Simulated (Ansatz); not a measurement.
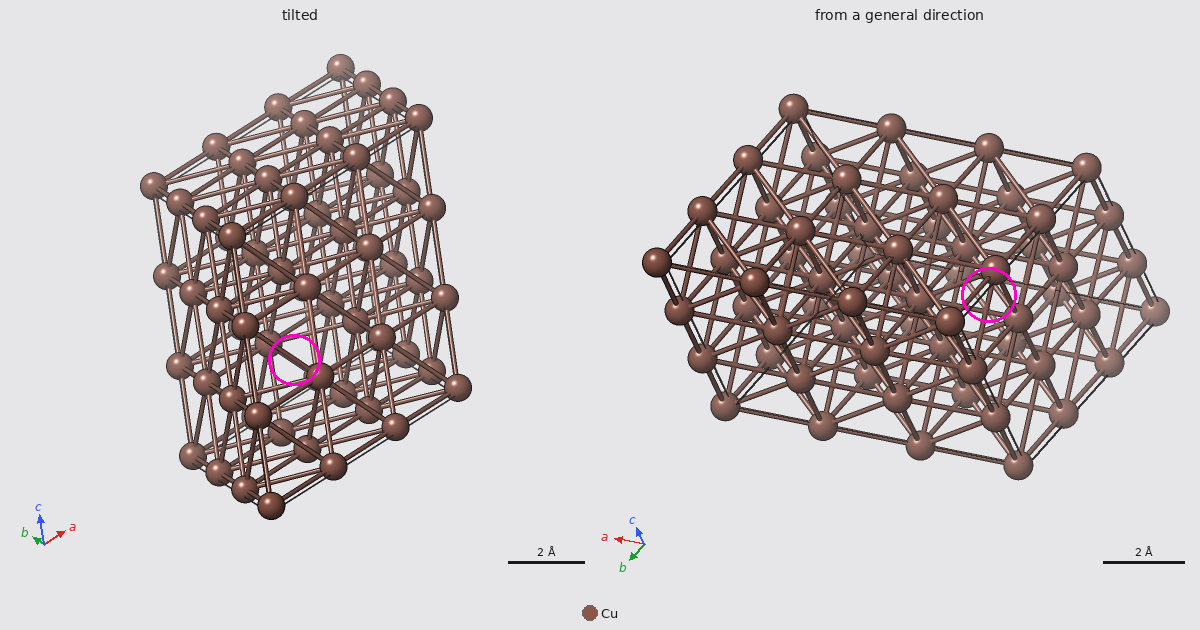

An orthographic ball-and-stick view of the structure, slightly off an axis and from a general direction. The supercell is drawn as a box. The host is Cu, in a cell of 27 sites, and the cell is neutral. A ring marks the defect's site.

### Identify the point defect.

A copper vacancy. Around the empty site lie twelve Cu at about 2.5 Å.

The atoms were relaxed in the host's cell with DFT r2SCAN, scalar-relativistic, plane waves, PAW in Ansatz 0.2.0.
